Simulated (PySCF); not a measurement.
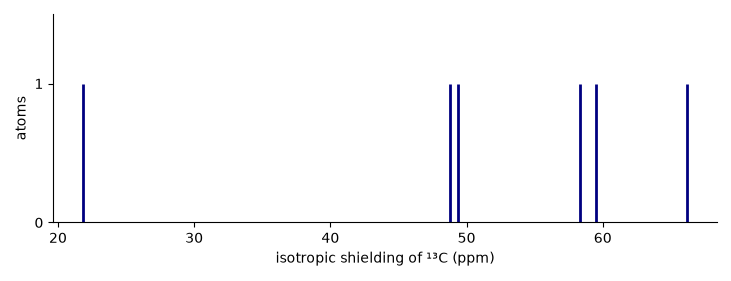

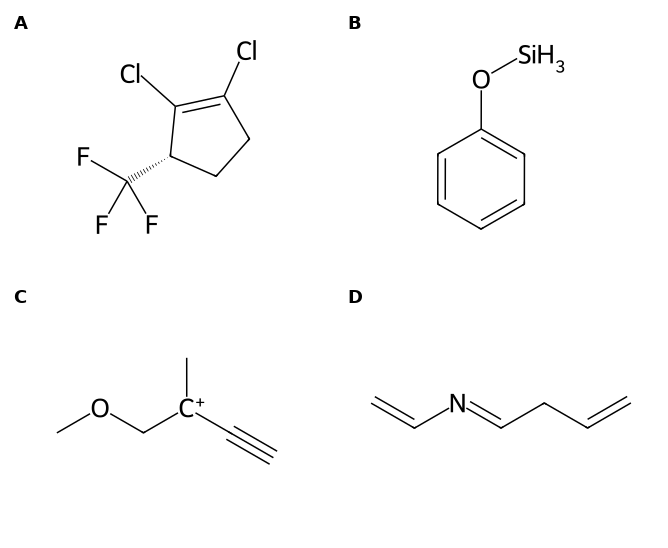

The sticks are computed shieldings of one of the molecules, for one fixed geometry (PBE0-D3(BJ)/def2-SVP) without averaging over rotations. Low shielding means a high chemical shift. Method: GIAO PBE0/pcSseg-1 NMR shielding, non-relativistic, gas phase (PySCF 2.14.0).

Match the spectrum to a structure.

Answer. B, `[SiH3]Oc1ccccc1`. Its 6 C atoms give lines at 21.9, 48.8, 49.4, 58.3, 59.5, 66.2 ppm.
